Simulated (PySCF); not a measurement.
Potential energy surface of H2Li, doublet: collinear Li-H-H surface. Scanned: Li-H distance and H-H distance.

Cartesian coordinates as functions of the variables (Å; names that start with a are angles):
```
Li  0  0  -r1
H  0  0  0
H  0  0  r2
```

Method: unrestricted MP2 (frozen core)/6-31G*, spherical d (PySCF).

Energy in kcal/mol above the lowest grid point; x is the Li-H distance (Å), y the H-H distance (Å).

```csv
y \ x,1.36,1.46,1.60,1.74,1.87,2.01,2.23,2.40,2.71,2.96,3.44,3.86,4.64
2.15,60.1,55.1,52.4,52.8,55.2,59.0,67.7,74.8,82.6,85.9,88.9,89.9,90.5
1.75,62.1,57.0,53.9,54.1,56.1,59.8,67.1,72.2,78.2,81.0,83.6,84.5,85.0
1.52,63.8,58.3,54.7,54.3,55.8,58.4,63.3,66.6,70.8,72.9,74.9,75.6,76.1
1.39,64.6,58.7,54.5,53.3,53.8,55.3,58.2,60.2,62.8,64.3,65.7,66.3,66.7
1.22,62.9,56.2,50.4,47.4,46.1,45.4,45.2,45.3,45.4,45.4,45.2,45.1,45.0
1.11,55.6,48.8,42.4,38.4,36.1,34.6,33.1,32.4,31.5,31.0,30.5,30.4,30.3
1.04,48.3,41.7,35.4,31.4,28.9,27.2,25.5,24.7,23.7,23.2,22.7,22.5,22.4
0.92,36.1,29.9,23.9,20.0,17.6,15.8,13.9,13.0,11.8,11.1,10.5,10.2,10.1
0.87,31.6,25.6,19.8,16.0,13.7,11.9,10.0,8.9,7.7,7.0,6.3,6.0,5.8
0.80,26.9,21.1,15.5,11.9,9.6,7.8,5.9,4.9,3.5,2.8,2.0,1.7,1.5
0.74,24.9,19.3,14.0,10.5,8.3,6.6,4.6,3.5,2.1,1.4,0.5,0.2,0.0
0.67,26.5,21.1,16.1,12.9,10.7,9.0,7.1,6.0,4.6,3.8,2.9,2.6,2.3
0.63,30.2,25.0,20.1,17.0,14.9,13.3,11.4,10.3,8.8,8.0,7.1,6.7,6.5
```

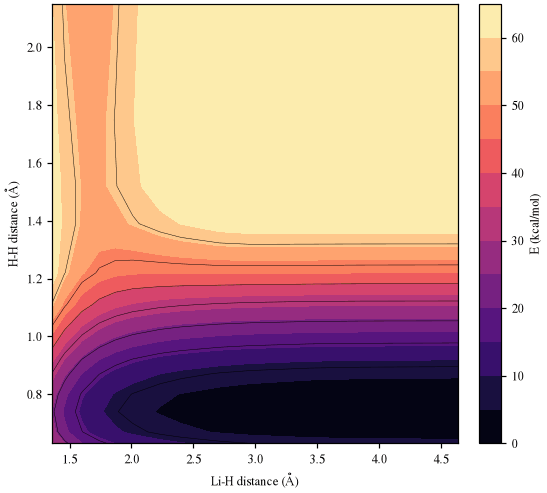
*Energy surface, cut off at 64 kcal/mol.*

Points that lie below all their neighbours on the grid: x = 4.64, y = 0.74 on the edge of the grid (0.0 kcal/mol); x = 1.60, y = 2.15 on the edge of the grid (52.4 kcal/mol). The lowest path on the grid from the first to the second passes x = 1.74, y = 1.52 at 54.3 kcal/mol.
